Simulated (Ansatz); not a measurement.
# Strength of the Si–Si bond: CH8O3Si2 → SiH(CH3)(OH) + SiH(OH)2

Species: CH8O3Si2 `C[SiH](O)[SiH](O)O`, singlet; SiH(CH3)(OH), doublet; SiH(OH)2, doublet. 

Shapes, held fixed at every level: PBE0-D4/def2-TZVP. Flexible molecules stand in one conformer, not always the lowest. Programs: Ansatz 0.2.0. Electronic energies: no zero-point or thermal term.

| level | kind | ΔE (kJ/mol) | less CCSD(T)/CBS estimate |
| --- | --- | --- | --- |
| PBE-D4/def2-TZVPP | GGA | +313.8 | -25.2 |
| PBE0-D4/def2-TZVPP | global hybrid | +321.2 | -17.8 |
| wB97M-V/def2-TZVPP | range-separated hybrid | +340.7 | +1.7 |
| B2PLYP/def2-TZVPP | double hybrid | +314.7 | -24.3 |
| MP2/def2-TZVPP | perturbation theory | +329.9 | -9.1 |
| CCSD/def2-TZVPP | coupled cluster or CI | +325.2 | -13.8 |
| CCSD(T)/CBS estimate | coupled cluster or CI | +339.0 | 0.0 |

The highest level, CCSD(T)/CBS estimate, gives ΔE = +339.0 kJ/mol; the levels span +313.8 to +340.7. The column of differences is taken from that level and isn't an error. No measured value is set beside it here. Open shells run unrestricted unless RO is named. The CBS estimate extrapolates MP2 from def2-TZVPP and def2-QZVPP and adds CCSD(T) − MP2 in the triple-zeta set, cores frozen.

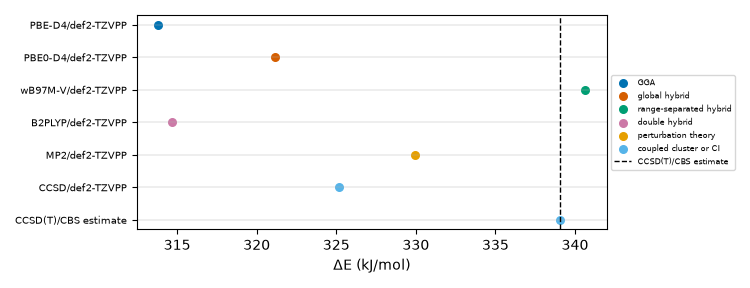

The values of the table, level by level.
